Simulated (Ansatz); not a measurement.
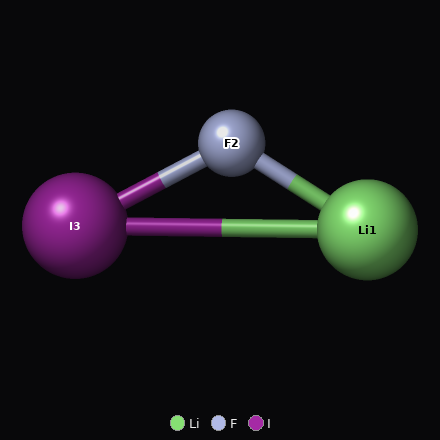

The system is Li⁺ + FI; the picture shows the reference structure. Coordinates scanned: (1) distance Li1–F2; (2) distance F2–I3. Nothing is relaxed (the angle Li1–F2–I3 is fixed at 120 degrees). The grid has 17 × 17 points. Points are written as (first, second). Energies are in kJ/mol, from the lowest grid point. The reference is spin-restricted, so regions where a bond is pulled apart into radicals lie too high. The calculation used RHF/def2-TZVPD (Ansatz).

Its coordinates:

| atom | x (Å) | y (Å) | z (Å) |
| --- | --- | --- | --- |
| Li | -1.7680 | 0.0000 | 0.0000 |
| F | 0.0000 | 0.0000 | 0.0000 |
| I | 0.9725 | 1.6844 | 0.0000 |

Range: distance Li1–F2 from 1.504 to 3.104 Å; distance F2–I3 from 1.592 to 3.192 Å.

Predict the map.

The lowest grid point is at (1.768 Å, 1.945 Å). It is the only kind of minimum in the scanned range. The highest grid point, (3.104 Å, 3.192 Å), lies 458 kJ/mol above the lowest.

```tsv
distance F2–I3 ↓, distance Li1–F2 →	1.504	1.611	1.768	1.951	2.154	2.372	2.605	2.849	3.104
3.063	263	252	259	284	316	350	381	407	428
2.813	218	205	209	230	259	289	317	340	359
2.575	164	148	149	166	191	218	242	262	279
2.349	105	86	83	96	118	140	161	179	193
2.138	54	32	25	34	52	71	88	103	115
1.945	35	11	0	5	18	33	47	59	68
1.774	85	58	43	44	53	64	74	83	90
1.636	228	197	179	176	181	188	195	201	206
```

The table holds every second grid line.

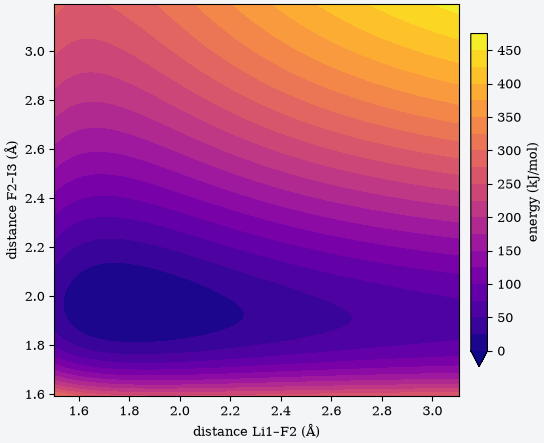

In the figure: filled contours. Between grid points the surface is interpolated.

The whole map (289 points run) took 21 min on 1 thread of Arm Neoverse N1, on a shared host.
